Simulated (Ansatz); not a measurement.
Nudged elastic band of CH$_{7}$AlS (part 2 of 2)

The same run, continued: CH$_{7}$AlS; RKS PBE0/def2-SVP (Ansatz 0.2.0). It belongs to a series of runs on one base structure; here: band between the two ends.

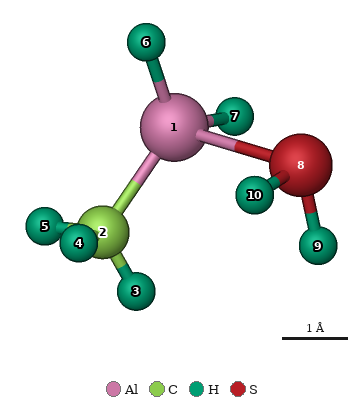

Fig. 1: The input geometry (ball-and-stick view, seen at a tilt; atoms are numbered from 1 in the order of the input). Sticks mark near contacts.

### The last band as extended XYZ, continued
```
10
Properties=species:S:1:pos:R:3:forces:R:3 image=8 energy=-18569.43799
Al    0.1145   -0.6433   -0.1829   -0.0109  -0.1035  -0.1168
C    -0.0641   -0.1347    2.4148   -0.0105   0.0211   0.0932
H    -0.9497   -0.1789    3.0591    0.0004   0.1091   0.1297
H     0.8662   -0.1778    2.9913    0.0010   0.0798   0.1078
H    -0.0984    0.8008    1.8362    0.0101  -0.0591  -0.0628
H     1.6043   -0.1121   -0.2810   -0.0176  -0.0283  -0.0037
H    -1.1633    0.2152   -0.5647   -0.0027  -0.0001   0.0293
S    -0.1319   -2.8395    0.0705   -0.0019  -0.0594  -0.2130
H    -1.4658   -2.7450    0.2752    0.0121  -0.0383  -0.0768
H    -0.1050   -1.0728    1.8260    0.0200   0.0787   0.1132
10
Properties=species:S:1:pos:R:3:forces:R:3 image=9 energy=-18569.54383
Al    0.0813   -0.7107   -0.2556   -0.0034  -0.0110  -0.0102
C    -0.0355   -0.0804    2.5257    0.0016   0.0019   0.0183
H    -0.9109   -0.0071    3.1834    0.0053   0.0299   0.0199
H     0.8948   -0.0475    3.1054    0.0013   0.0238   0.0202
H    -0.0546    0.7676    1.8244    0.0065  -0.0051  -0.0032
H     1.5684   -0.1719   -0.3270   -0.0050  -0.0090  -0.0071
H    -1.2083    0.1730   -0.5192   -0.0057  -0.0072   0.0062
S    -0.1472   -2.8988   -0.1077   -0.0041  -0.0096  -0.0274
H    -1.4945   -2.8494   -0.0081   -0.0001  -0.0178  -0.0458
H    -0.0865   -1.0631    2.0231    0.0035   0.0041   0.0292
10
Properties=species:S:1:pos:R:3:forces:R:3 image=10 energy=-18569.55973
Al    0.0198   -0.7519   -0.3129   -0.0229   0.0041   0.0029
C     0.0084   -0.0323    2.6091    0.0057   0.0030  -0.0077
H    -0.9249    0.1911    3.1410   -0.0052   0.0025   0.0015
H     0.8574   -0.0287    3.3046    0.0008  -0.0016   0.0001
H     0.1775    0.7426    1.8463   -0.0010   0.0020   0.0047
H     1.4863   -0.1664   -0.4165    0.0028  -0.0067  -0.0019
H    -1.3104    0.0989   -0.4534    0.0041   0.0040  -0.0016
S    -0.1422   -2.9422   -0.2247    0.0017  -0.0132  -0.0020
H    -1.4942   -2.9576   -0.2198    0.0149   0.0111   0.0005
H    -0.0709   -1.0417    2.1707   -0.0008  -0.0053   0.0034
```

This output came from the following input.

### The input
```yaml
crystal:
  periodic: [false, false, false]
  atoms:
    - { symbol: Al, position_ang: [0.087628, -0.082909, 0.250305] }
    - { symbol: C, position_ang: [-0.127944, 0.2848, 2.178024] }
    - { symbol: H, position_ang: [-1.131488, 0.029297, 2.558615] }
    - { symbol: H, position_ang: [0.616491, -0.236482, 2.803603] }
    - { symbol: H, position_ang: [0.009566, 1.364254, 2.368321] }
    - { symbol: H, position_ang: [1.56689, -0.16773, -0.359347] }
    - { symbol: H, position_ang: [-1.126111, 0.251073, -0.741167] }
    - { symbol: S, position_ang: [-0.311612, -2.644175, 0.200682] }
    - { symbol: H, position_ang: [-1.444129, -2.688324, 0.937878] }
    - { symbol: H, position_ang: [0.46761, -2.998002, 1.247488] }
basis:
  gaussian: { orbitals: def2-SVP }
hamiltonian:
  xc: pbe0
neb:
  order_check: false
  images: 9
  f_tol: 0.05
  max_iterations: 60
  final_atoms:
    - { symbol: Al, position_ang: [0.01975884, -0.75193814, -0.31294869] }
    - { symbol: C, position_ang: [0.00841002, -0.03230508, 2.60911811] }
    - { symbol: H, position_ang: [-0.92485447, 0.19108017, 3.14101772] }
    - { symbol: H, position_ang: [0.85744381, -0.02867552, 3.30455447] }
    - { symbol: H, position_ang: [0.17751861, 0.74264472, 1.84630061] }
    - { symbol: H, position_ang: [1.48633287, -0.166374, -0.41651408] }
    - { symbol: H, position_ang: [-1.31039469, 0.09892888, -0.45344674] }
    - { symbol: S, position_ang: [-0.14223687, -2.94223672, -0.22465881] }
    - { symbol: H, position_ang: [-1.49418624, -2.9576054, -0.21975382] }
    - { symbol: H, position_ang: [-0.07089087, -1.04171691, 2.17073322] }
  initial_path:
    images:
      - { positions_ang: [[0.087628, -0.082909, 0.250305], [-0.127944, 0.2848, 2.178024], [-1.131488, 0.029297, 2.558615], [0.616491, -0.236482, 2.803603], [0.009566, 1.364254, 2.368321], [1.56689, -0.16773, -0.359347], [-1.126111, 0.251073, -0.741167], [-0.311612, -2.644175, 0.200682], [-1.444129, -2.688324, 0.937878], [0.46761, -2.998002, 1.247488]] }
      - { positions_ang: [[0.08823849, -0.08146084, 0.19463063], [-0.1019643, 0.23857226, 2.19974434], [-1.11118439, -0.01000189, 2.573044], [0.63401911, -0.32622197, 2.78811689], [0.06549153, 1.30646807, 2.41703718], [1.54697702, -0.17599489, -0.43740431], [-1.14614954, 0.19500943, -0.76551986], [-0.33579482, -2.59673244, 0.33878275], [-1.35595709, -2.78873083, 0.72650602], [0.32322498, -2.64910489, 1.40946435]] }
      - { positions_ang: [[0.08884898, -0.08001268, 0.13895627], [-0.07598461, 0.19234452, 2.22146469], [-1.09088078, -0.04930079, 2.587473], [0.65154723, -0.41596194, 2.77263078], [0.12141707, 1.24868214, 2.46575337], [1.52706405, -0.18425979, -0.51546162], [-1.16618807, 0.13894586, -0.78987272], [-0.35997763, -2.54928988, 0.4768835], [-1.26778518, -2.88913767, 0.51513404], [0.17883996, -2.30020779, 1.57144069]] }
      - { positions_ang: [[0.08945946, -0.07856451, 0.0832819], [-0.05000491, 0.14611679, 2.24318503], [-1.07057718, -0.08859968, 2.601902], [0.66907534, -0.50570191, 2.75714467], [0.1773426, 1.19089621, 2.51446955], [1.50715107, -0.19252468, -0.59351892], [-1.18622661, 0.08288229, -0.81422559], [-0.38416045, -2.50184732, 0.61498425], [-1.17961327, -2.9895445, 0.30376206], [0.03445493, -1.95131068, 1.73341704]] }
      - { positions_ang: [[0.09006995, -0.07711635, 0.02760754], [-0.02402522, 0.09988905, 2.26490537], [-1.05027357, -0.12789858, 2.616331], [0.68660345, -0.59544188, 2.74165857], [0.23326814, 1.13311028, 2.56318574], [1.4872381, -0.20078958, -0.67157623], [-1.20626514, 0.02681872, -0.83857845], [-0.40834326, -2.45440476, 0.753085], [-1.09144136, -3.08995133, 0.09239007], [-0.10993009, -1.60241357, 1.89539339]] }
      - { positions_ang: [[0.09068044, -0.07566819, -0.02806683], [0.00195448, 0.05366131, 2.28662572], [-1.02996996, -0.16719747, 2.63076], [0.70413156, -0.68518185, 2.72617246], [0.28919367, 1.07532436, 2.61190192], [1.46732512, -0.20905447, -0.74963354], [-1.22630368, -0.02924485, -0.86293131], [-0.43252608, -2.40696219, 0.89118575], [-1.00326945, -3.19035817, -0.11898191], [-0.25431511, -1.25351646, 2.05736974]] }
      - { positions_ang: [[0.07649612, -0.21092218, -0.0850432], [0.00324558, 0.03646803, 2.3511242], [-1.00894686, -0.09554195, 2.73281155], [0.73479401, -0.55388059, 2.84184886], [0.26685866, 1.00878843, 2.45878166], [1.47112667, -0.20051837, -0.68300965], [-1.24312188, -0.00361011, -0.7810344], [-0.37446823, -2.5140171, 0.66801684], [-1.10145281, -3.14380761, -0.13913629], [-0.21763026, -1.21115655, 2.08004243]] }
      - { positions_ang: [[0.0623118, -0.34617617, -0.14201957], [0.00453669, 0.01927475, 2.41562268], [-0.98792376, -0.02388642, 2.83486309], [0.76545646, -0.42257932, 2.95752526], [0.24452365, 0.9422525, 2.30566139], [1.47492822, -0.19198228, -0.61638575], [-1.25994008, 0.02202464, -0.69913748], [-0.31641039, -2.621072, 0.44484793], [-1.19963617, -3.09725706, -0.15929067], [-0.18094542, -1.16879664, 2.10271513]] }
      - { positions_ang: [[0.04812748, -0.48143016, -0.19899595], [0.0058278, 0.00208147, 2.48012116], [-0.96690066, 0.04776911, 2.93691463], [0.79611891, -0.29127805, 3.07320167], [0.22218864, 0.87571657, 2.15254113], [1.47872977, -0.18344619, -0.54976186], [-1.27675829, 0.04765938, -0.61724057], [-0.25835255, -2.72812691, 0.22167902], [-1.29781953, -3.05070651, -0.17944505], [-0.14426057, -1.12643673, 2.12538783]] }
      - { positions_ang: [[0.03394316, -0.61668415, -0.25597232], [0.00711891, -0.0151118, 2.54461963], [-0.94587757, 0.11942464, 3.03896617], [0.82678136, -0.15997678, 3.18887807], [0.19985363, 0.80918064, 1.99942087], [1.48253132, -0.17491009, -0.48313797], [-1.29357649, 0.07329413, -0.53534365], [-0.20029471, -2.83518181, -0.0014899], [-1.39600289, -3.00415595, -0.19959943], [-0.10757572, -1.08407682, 2.14806052]] }
      - { positions_ang: [[0.01975884, -0.75193814, -0.31294869], [0.00841002, -0.03230508, 2.60911811], [-0.92485447, 0.19108017, 3.14101772], [0.85744381, -0.02867552, 3.30455447], [0.17751861, 0.74264472, 1.84630061], [1.48633287, -0.166374, -0.41651408], [-1.31039469, 0.09892888, -0.45344674], [-0.14223687, -2.94223672, -0.22465881], [-1.49418624, -2.9576054, -0.21975382], [-0.07089087, -1.04171691, 2.17073322]] }
```

Run as:
```bash
ansatz run input.yaml --threads 2 --pin off --max-ram 3072MiB --backend cpu --events-out ev --progress --plain --runs-dir out
```

### Results in brief

```tsv
quantity	value
outcome	converged
barrier, forward	0.625 eV
barrier, backward	1.459 eV
hardware	2 threads of Arm Neoverse V2, 24 GiB of memory available, shared host
wall time	2.8 min (CPU time 5.4 min)
peak memory	0.16 GiB
```

### Notes

The order of the saddle point was not checked.
